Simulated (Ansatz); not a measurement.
Base system: BAs in the zinc blende structure (space group F-43m, No. 216; a = 4.768 Å).

Now apply this change: the cell is scaled by 1.0145 in all directions; the atoms relax in the strained cell.

Level of theory: Ansatz (a quantum-chemistry and plane-wave program), PBEsol, PAW, cutoff 420 eV, without spin-orbit coupling.

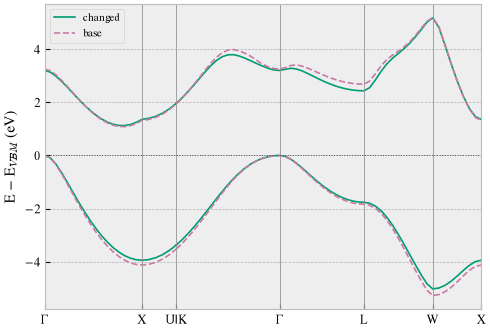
Figure: Highest valence and lowest conduction band along the path, each from its own valence-band maximum

Question: Read the changed gap and its character from the plot.

Answer: About 1.1 eV, indirect, Γ → Γ–X (82 % along).

Whether these cells are dynamically stable was not tested.
